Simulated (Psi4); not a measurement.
# Energy and gradient calculation of CH$_{3}$FO (charge +1) (part 2 of 2)

Continued. System: CH$_{3}$FO, charge +1, multiplicity 2. Method: M06-L/aug-cc-pVDZ, UKS (Psi4 1.11). The geometry is that of the parent species in another charge or spin state. The geometry comes from this level: PBE0-D4/def2-TZVP.

Geometry of the input (Å):
```
O  -0.7940  -0.6972  -0.2474
C  0.2502  0.0490  0.2308
F  -0.0941  1.3832  0.3238
H  -0.9287  -0.4951  -1.1780
H  1.1368  0.0049  -0.4125
H  0.4721  -0.3088  1.2373
```

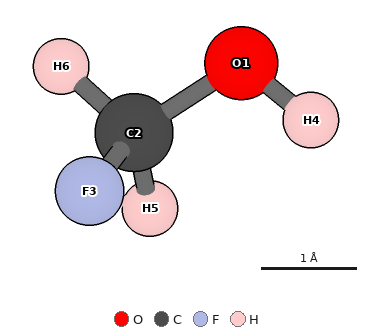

Figure 1. The input geometry (ball-and-stick view, seen at a tilt; atoms are numbered from 1 in the order of the input).

**Log, continued**
```
    Nuclear Repulsion Energy =             79.4403251727879649
    One-Electron Energy =                -445.0167884463963333
    Two-Electron Energy =                 176.2204846293093112
    DFT Exchange-Correlation Energy =     -25.1822262637972578
    Empirical Dispersion Energy =           0.0000000000000000
    VV10 Nonlocal Energy =                  0.0000000000000000
    Total Energy =                       -214.5382049080963327

  UHF NO Occupations:
  HONO-2 :   11  A 1.9996385
  HONO-1 :   12  A 1.9988073
  HONO-0 :   13  A 1.0000000
  LUNO+0 :   14  A 0.0011927
  LUNO+1 :   15  A 0.0003615
  LUNO+2 :   16  A 0.0002302
  LUNO+3 :   17  A 0.0001024

Computation Completed

Properties will be evaluated at   0.000000,   0.000000,   0.000000 [a0]

Properties computed using the SCF density matrix

 Multipole Moments:

 ------------------------------------------------------------------------------------
     Multipole            Electronic (a.u.)      Nuclear  (a.u.)        Total (a.u.)
 ------------------------------------------------------------------------------------

 L = 1.  Multiply by 2.5417464519 to convert [e a0] to [Debye]
 Dipole X            :          9.6443933           -9.4817008            0.1626925
 Dipole Y            :        -12.3448357           12.0303745           -0.3144612
 Dipole Z            :         -4.1978330            3.7163354           -0.4814976
 Magnitude           :                                                    0.5976576

 ------------------------------------------------------------------------------------

	total time  =         58 seconds =       0.97 minutes

         ------------------------------------------------------------
                                   SCF GRAD
         ------------------------------------------------------------

  ==> Geometry <==

    Molecular point group: c1
    Full point group: C1

    Geometry (in Angstrom), charge = 1, multiplicity = 2:

       Center              X                  Y                   Z               Mass
    ------------   -----------------  -----------------  -----------------  -----------------
         O           -0.794000000000    -0.697200000000    -0.247400000000    15.994914619570
         C            0.250200000000     0.049000000000     0.230800000000    12.000000000000
         F           -0.094100000000     1.383200000000     0.323800000000    18.998403162730
         H           -0.928700000000    -0.495100000000    -1.178000000000     1.007825032230
         H            1.136800000000     0.004900000000    -0.412500000000     1.007825032230
         H            0.472100000000    -0.308800000000     1.237300000000     1.007825032230

  Nuclear repulsion =   79.440325172787965

  ==> Basis Set <==

  Basis Set: AUG-CC-PVDZ
    Blend: AUG-CC-PVDZ
    Number of shells: 42
    Number of basis functions: 96
    Number of Cartesian functions: 102
    Spherical Harmonics?: true
    Max angular momentum: 2

  ==> DirectJKGrad: Integral-Direct SCF Gradients <==

    Gradient:                    1
    J tasked:                  Yes
    K tasked:                   No
    wK tasked:                  No
    Integrals threads:           1
    Schwarz Cutoff:          1E-12

  ==> DFT Potential <==

   => LibXC <=

    Version 7.1.2

   => Composite Functional: M06-L <=

    M06-L Meta-GGA XC Functional

    Deriv               =              1
    GGA                 =           TRUE
    Meta                =           TRUE

    Exchange Hybrid     =          FALSE
    MP2 Hybrid          =          FALSE

   => Exchange Functionals <=

    1.0000   XC_MGGA_X_M06_L

   => Correlation Functionals <=

    1.0000   XC_MGGA_C_M06_L

   => LibXC Density Thresholds  <==

    XC_MGGA_C_M06_L:  1.00E-12
    XC_MGGA_X_M06_L:  1.00E-15

   => Molecular Quadrature <=

    Radial Scheme          =       TREUTLER
    Pruning Scheme         =           NONE
    Nuclear Scheme         =       TREUTLER

    Blocking Scheme        =         OCTREE
    BS radius alpha        =              1
    Pruning alpha          =              1
    Radial Points          =             99
    Spherical Points       =            590
    Total Points           =         338528
    Total Blocks           =           2487
    Max Points             =            256
    Max Functions          =             96
    Weights Tolerance      =       1.00E-15

  -Total Gradient:
     Atom            X                  Y                   Z
    ------   -----------------  -----------------  -----------------
       1       -0.036814228240     0.013082905161    -0.000530832460
       2        0.056627830475    -0.029350718224    -0.031419065511
       3       -0.012281723258     0.019244449213     0.011786475356
       4        0.024252512518    -0.012986472727     0.019318305471
       5       -0.019589252266     0.008810959342     0.013063316989
       6       -0.012216459744     0.001213243475    -0.012215708355

	total time  =          9 seconds =       0.15 minutes

Properties will be evaluated at   0.000000,   0.000000,   0.000000 [a0]

Properties computed using the M06-L density matrix

 Multipole Moments:

 ------------------------------------------------------------------------------------
     Multipole            Electronic (a.u.)      Nuclear  (a.u.)        Total (a.u.)
 ------------------------------------------------------------------------------------

 L = 1.  Multiply by 2.5417464519 to convert [e a0] to [Debye]
 Dipole X            :          9.6443933           -9.4817008            0.1626925
 Dipole Y            :        -12.3448357           12.0303745           -0.3144612
 Dipole Z            :         -4.1978330            3.7163354           -0.4814976
 Magnitude           :                                                    0.5976576

 L = 2.  Multiply by 1.3450342976 to convert [e a0^2] to [Debye ang]
 Quadrupole XX       :        -36.9457065           28.1273417           -8.8183648
 Quadrupole XY       :        -12.7162361           13.0355520            0.3193159
 Quadrupole XZ       :         -8.6410650           10.1880461            1.5469810
 Quadrupole YY       :        -88.1383297           76.6450300          -11.4932997
 Quadrupole YZ       :        -19.6938560           20.2758033            0.5819473
 Quadrupole ZZ       :        -24.7688695           17.2897940           -7.4790755
 Traceless XX        :         13.0052621          -12.5600469            0.4452152
 Traceless YY        :        -38.1873612           35.9576415           -2.2297197
 Traceless ZZ        :         25.1820991          -23.3975946            1.7845045

 ------------------------------------------------------------------------------------
  Lowdin Charges: (a.u.)
   Center  Symbol    Alpha    Beta     Spin     Total
       1     O     4.01730  3.54996  0.46734  0.43274
       2     C     3.00951  2.87260  0.13692  0.11789
       3     F     4.49978  4.27613  0.22364  0.22409
       4     H     0.48361  0.46976  0.01385  0.04663
       5     H     0.50282  0.38980  0.11302  0.10737
       6     H     0.48698  0.44175  0.04523  0.07128

  Total alpha = 13.00000, Total beta = 12.00000, Total charge =  1.00000

  Mayer Bond Indices:

  Total Bond Index:
  Irrep: 1 Size: 6 x 6

                 1                   2                   3                   4                   5

    1     0.00000000000000     0.89369732112680     0.23564011310357     0.93726476053241     0.09196788856955
    2     0.89369732112680     0.00000000000000     0.70406168467426    -0.00488887060897     0.77710614903171
    3     0.23564011310357     0.70406168467426     0.00000000000000     0.02182408762531     0.05543358389349
    4     0.93726476053241    -0.00488887060897     0.02182408762531     0.00000000000000    -0.00399570010704
    5     0.09196788856955     0.77710614903171     0.05543358389349    -0.00399570010704     0.00000000000000
    6     0.00758817706434     0.94710723456766    -0.00389888004685     0.01519341115665    -0.07652538941119

                 6

    1     0.00758817706434
    2     0.94710723456766
    3    -0.00389888004685
    4     0.01519341115665
    5    -0.07652538941119
    6     0.00000000000000

  Alpha Contribution:
  Irrep: 1 Size: 6 x 6

                 1                   2                   3                   4                   5

    1     0.00000000000000     0.35390049557355     0.02831880791188     0.47247421626974     0.00793110246270
    2     0.35390049557355     0.00000000000000     0.30324048638905    -0.00736120425542     0.47424233824610
    3     0.02831880791188     0.30324048638905     0.00000000000000     0.00837166197904     0.00762678081225
    4     0.47247421626974    -0.00736120425542     0.00837166197904     0.00000000000000    -0.00416112595492
    5     0.00793110246270     0.47424233824610     0.00762678081225    -0.00416112595492     0.00000000000000
    6    -0.02283857512680     0.50502437112839    -0.00524381381991     0.00892540108318    -0.04773242908841

                 6

    1    -0.02283857512680
    2     0.50502437112839
    3    -0.00524381381991
    4     0.00892540108318
    5    -0.04773242908841
    6     0.00000000000000

  Beta Contribution:
  Irrep: 1 Size: 6 x 6

                 1                   2                   3                   4                   5

    1     0.00000000000000     0.53979682555325     0.20732130519169     0.46479054426267     0.08403678610685
    2     0.53979682555325     0.00000000000000     0.40082119828521     0.00247233364644     0.30286381078560
    3     0.20732130519169     0.40082119828521     0.00000000000000     0.01345242564627     0.04780680308125
    4     0.46479054426267     0.00247233364644     0.01345242564627     0.00000000000000     0.00016542584788
    5     0.08403678610685     0.30286381078560     0.04780680308125     0.00016542584788     0.00000000000000
    6     0.03042675219114     0.44208286343927     0.00134493377306     0.00626801007347    -0.02879296032279

                 6

    1     0.03042675219114
    2     0.44208286343927
    3     0.00134493377306
    4     0.00626801007347
    5    -0.02879296032279
    6     0.00000000000000

  Atomic Valences:

 #  #
 Irrep: 1
      1:    2.166158260396665
      2:    3.317083518791458
      3:    1.013060589249783
      4:    0.965397688598358
      5:    0.843986531976513
      6:    0.889464553330600
```

**Standard output**
```
gradient / Eh bohr^-1
[[-0.036814  0.013083 -0.000531]
 [ 0.056628 -0.029351 -0.031419]
 [-0.012282  0.019244  0.011786]
 [ 0.024253 -0.012986  0.019318]
 [-0.019589  0.008811  0.013063]
 [-0.012216  0.001213 -0.012216]]
energy = -214.5382049081 Eh
```

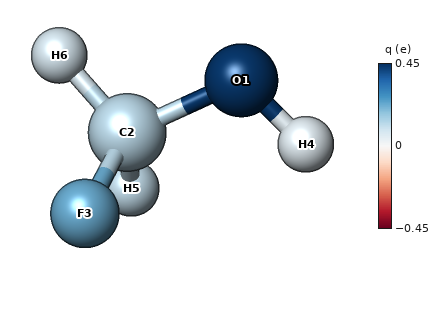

Figure 2. Löwdin charges, as the colour of each atom (ball-and-stick view, seen at a tilt; atoms are numbered from 1 in the order of the input). By element: O +0.43, C +0.12, F +0.22 and H +0.05 to +0.11 e.

**Results in brief**

| quantity | value |
| --- | --- |
| outcome | converged |
| total energy | −214.538205 hartree |
| basis functions | 96 |
| largest force | 3.656 eV/Å |
| ⟨S²⟩ | 0.754 |
| wall time | 68 s |
| peak memory | 0.87 GiB |
